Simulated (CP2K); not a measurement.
# PH2 (SMILES [PH2]): UPBE/cc-pVTZ

Aim: the vertical doublet–quartet gap of PH2 at UPBE/cc-pVTZ, from 2 runs. 

The calculation is run with CP2K 2026.2.

3 further runs of the same task are left out: 2 that didn't finish, 1 set aside as unsound or not needed.

### 1 The molecule

The species is PH2 (3 atoms), meant as a doublet with charge 0. As SMILES, `[PH2]`. Geometry: relaxed at PBE0-D4/def2-TZVP.

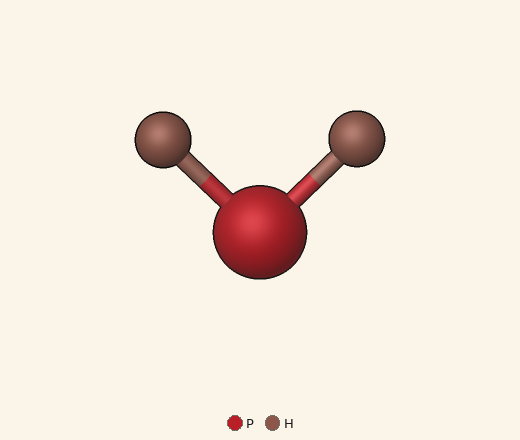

The structure, seen from a chosen angle (phosphorus red, hydrogen brown).

### 2 The energy at UPBE/cc-pVTZ

Input file job.inp:

```
&GLOBAL
 PROJECT job
 RUN_TYPE ENERGY
 PRINT_LEVEL MEDIUM
&END

&FORCE_EVAL
 METHOD Quickstep
 &DFT
  BASIS_SET_FILE_NAME ./cc_pvtz.basis
  POTENTIAL_FILE_NAME POTENTIAL
  CHARGE 0
  MULTIPLICITY 2
  UKS T
  &QS
   METHOD GAPW
   EPS_DEFAULT 1.0E-10
  &END
  &MGRID
   CUTOFF 280
   REL_CUTOFF 50
   NGRIDS 4
  &END
  &POISSON
   PERIODIC NONE
   POISSON_SOLVER MULTIPOLE
  &END
  &SCF
   SCF_GUESS ATOMIC
   EPS_SCF 1.0E-06
   MAX_SCF 40
   &OT ON
    MINIMIZER CG
    PRECONDITIONER FULL_SINGLE_INVERSE
    LINESEARCH 3PNT
   &END
   &OUTER_SCF
    EPS_SCF 1.0E-06
    MAX_SCF 10
   &END
  &END
  &XC
   &XC_FUNCTIONAL
    &GGA_X_PBE
    &END
    &GGA_C_PBE
    &END
   &END
  &END
  &PRINT
   &MOMENTS
    PERIODIC F
    REFERENCE COM
    MAX_MOMENT 1
   &END
   &MO_CUBES
    NLUMO 3
    NHOMO -1
    WRITE_CUBE F
   &END
   &LOWDIN ON
   &END
   &HIRSHFELD OFF
   &END
  &END
 &END
 &SUBSYS
  &CELL
   ABC [angstrom] 8.2 8.8 7.7
   PERIODIC NONE
  &END
  &COORD
   P      0.525730    -0.309370     0.258210
   H      0.114640     1.051490     0.176750
   H     -0.640370    -0.742120    -0.434970
  &END
  &TOPOLOGY
   &CENTER_COORDINATES
   &END
  &END
  &KIND P
   BASIS_SET cc-pVTZ
   POTENTIAL ALL
   LEBEDEV_GRID 194
   RADIAL_GRID 100
  &END
  &KIND H
   BASIS_SET cc-pVTZ
   POTENTIAL ALL
   LEBEDEV_GRID 194
   RADIAL_GRID 100
  &END
 &END
&END
```

Launch:

```sh
$ OMP_NUM_THREADS=1 cp2k.psmp -i job.inp > job.out 2>&1
```

The program printed:

```text
CP2K| version string:                                       CP2K version 2026.2
[...]
 GLOBAL| Method name                                                        CP2K
[...]
 GLOBAL| Run type                                                         ENERGY
[...]
 DFT| Spin unrestricted (spin-polarized) Kohn-Sham calculation               UKS
 DFT| Multiplicity                                                             2
[...]
 DFT| Charge                                                                   0
[...]
 FUNCTIONAL| GGA_X_PBE:
[...]
 FUNCTIONAL| GGA_C_PBE:
[...]
 QS| Method:                                                                GAPW
[...]
 QS| Density cutoff [a.u.]:                                                140.0
[...]
 QS| Relative density cutoff [a.u.]:                                        25.0
[...]
                             - Atoms:                                          3
[...]
                             - Spherical basis functions:                     62
[...]
 Number of electrons:                                                          9
[...]
     1 OT CG       0.64E-01    0.9     0.74752324      -328.2778870338 -3.28E+02
[...]
    13 OT CG       0.17E-02    0.9     0.00000087      -342.3517860962 -4.60E-12
  *** SCF run converged in    13 steps ***
[...]
  Overlap energy of the core charge distribution:               0.00000015550272
  Self energy of the core charge distribution:               -150.42868779941924
  Core Hamiltonian energy:                                   -192.74296257960208
  Hartree energy:                                              32.63800073972658
  Exchange-correlation energy:                                 -3.45362606885922
[...]
                     Mulliken Population Analysis
 #  Atom  Element  Kind  Atomic population (alpha,beta) Net charge  Spin moment
       1     P        1         8.069503     7.005187    -0.074690     1.064316
       2     H        2         0.465590     0.497757     0.036653    -0.032167
       3     H        2         0.464907     0.497056     0.038036    -0.032149
 # Total charge and spin        9.000000     8.000000    -0.000000     1.000000
[...]
  Dipole moment [Debye]
    X= -0.5220022E+00 Y=  0.2995519E+00 Z= -0.2585393E+00  Total=      0.6550268
[...]
 HOMO - LUMO gap [eV] :    3.049451
 ENERGY| Total FORCE_EVAL ( QS ) energy [hartree]           -342.351786096200271
[...]
```

Wall time 6.5 min (1 thread of Arm Neoverse V2, shared host); peak memory 0.46 GiB.

### 3 The quartet at the same level

Input file gas.inp:

```
&GLOBAL
    PROJECT gas
    RUN_TYPE ENERGY
    PRINT_LEVEL MEDIUM
&END

&FORCE_EVAL
    METHOD QUICKSTEP
    &DFT
        BASIS_SET_FILE_NAME ./cc_pvtz.basis
        POTENTIAL_FILE_NAME POTENTIAL
        MULTIPLICITY 4
        UNRESTRICTED_KOHN_SHAM T
        &QS
            METHOD GAPW
            EPS_DEFAULT 1.0E-10
        &END
        &MGRID
            CUTOFF 280
            REL_CUTOFF 50
            NGRIDS 4
        &END
        &POISSON
            PERIODIC NONE
            POISSON_SOLVER MULTIPOLE
        &END
        &SCF
            SCF_GUESS ATOMIC
            EPS_SCF 1.0E-06
            MAX_SCF 40
            &OT
                MINIMIZER DIIS
                PRECONDITIONER FULL_ALL
            &END
            &OUTER_SCF
                EPS_SCF 1.0E-06
                MAX_SCF 10
            &END
        &END
        &XC
            &XC_FUNCTIONAL
                &GGA_X_PBE
                &END
                &GGA_C_PBE
                &END
            &END
        &END
        &PRINT
            &MOMENTS
                PERIODIC F
                REFERENCE COM
                MAX_MOMENT 1
            &END
            &MO_CUBES
                NLUMO 5
                NHOMO -1
                WRITE_CUBE F
            &END
            &LOWDIN ON
            &END
            &HIRSHFELD OFF
            &END
        &END
    &END
    &SUBSYS
        &CELL
            ABC 8.2 8.8 7.7
            PERIODIC NONE
        &END
        &COORD
            P      0.525730    -0.309370     0.258210
            H      0.114640     1.051490     0.176750
            H     -0.640370    -0.742120    -0.434970
        &END
        &TOPOLOGY
            &CENTER_COORDINATES
            &END
        &END
        &KIND P
            BASIS_SET cc-pVTZ
            POTENTIAL ALL
            LEBEDEV_GRID 194
            RADIAL_GRID 100
        &END
        &KIND H
            BASIS_SET cc-pVTZ
            POTENTIAL ALL
            LEBEDEV_GRID 194
            RADIAL_GRID 100
        &END
    &END
&END
```

Launch:

```sh
$ OMP_NUM_THREADS=1 cp2k.psmp -i gas.inp -o gas.out
```

The program printed:

```text
CP2K| version string:                                       CP2K version 2026.2
[...]
 GLOBAL| Method name                                                        CP2K
[...]
 GLOBAL| Run type                                                         ENERGY
[...]
 DFT| Spin unrestricted (spin-polarized) Kohn-Sham calculation               UKS
 DFT| Multiplicity                                                             4
[...]
 DFT| Charge                                                                   0
[...]
 FUNCTIONAL| GGA_X_PBE:
[...]
 FUNCTIONAL| GGA_C_PBE:
[...]
 QS| Method:                                                                GAPW
[...]
 QS| Density cutoff [a.u.]:                                                140.0
[...]
 QS| Relative density cutoff [a.u.]:                                        25.0
[...]
                             - Atoms:                                          3
[...]
                             - Spherical basis functions:                     62
[...]
 Number of electrons:                                                         10
[...]
     1 OT DIIS     0.15E+00    0.9     0.45532141      -308.1702914233 -3.08E+02
[...]
    22 OT DIIS     0.15E+00    0.9     0.00000082      -342.1291106775 -5.68E-10
  *** SCF run converged in    22 steps ***
[...]
  Overlap energy of the core charge distribution:               0.00000015550272
  Self energy of the core charge distribution:               -150.42868779941924
  Core Hamiltonian energy:                                   -192.56654246489802
  Hartree energy:                                              32.74072572168236
  Exchange-correlation energy:                                 -3.47615436682486
[...]
                     Mulliken Population Analysis
 #  Atom  Element  Kind  Atomic population (alpha,beta) Net charge  Spin moment
       1     P        1         8.743458     6.267318    -0.010775     2.476140
       2     H        2         0.626585     0.366584     0.006831     0.260002
       3     H        2         0.629957     0.366099     0.003944     0.263859
 # Total charge and spin       10.000000     7.000000    -0.000000     3.000000
[...]
  Dipole moment [Debye]
    X= -0.3237101E-02 Y=  0.2637648E-02 Z= -0.2494393E-02  Total=      0.0048639
[...]
 WARNING : did not converge in ot_eigensolver
 number of iterations          299  exceeded maximum
 current gradient / target gradient   4.3159998300459434E-005  /    1.0000000000000001E-005
[...]
 WARNING : did not converge in ot_eigensolver
 number of iterations          299  exceeded maximum
 current gradient / target gradient   6.2275099168795716E-005  /    1.0000000000000001E-005
[...]
 HOMO - LUMO gap [eV] :    2.580699
 ENERGY| Total FORCE_EVAL ( QS ) energy [hartree]           -342.129110677487347
[...]
```

It took 60 s on 1 thread of Arm Neoverse V2, shared host; peak memory 0.46 GiB.

### 4 Outcome

At UPBE/cc-pVTZ:

| quantity | value |
| --- | --- |
| doublet: total energy | -342.35179 Eh |
| doublet: dipole moment | 0.66 D |
| doublet: HOMO energy (highest over α and β) | -5.95 eV |
| doublet: LUMO energy (lowest over α and β) | -4.08 eV |
| doublet: ⟨S²⟩ | 0.755 |
| quartet: total energy | -342.12911 Eh |
| quartet: dipole moment | 0.00 D |
| quartet: HOMO energy (highest over α and β) | -1.44 eV |
| quartet: ⟨S²⟩ | 3.753 |
| vertical energy of the quartet above the doublet | 6.059 eV |

At this shape the quartet lies 6.06 eV (140 kcal/mol) above the doublet.
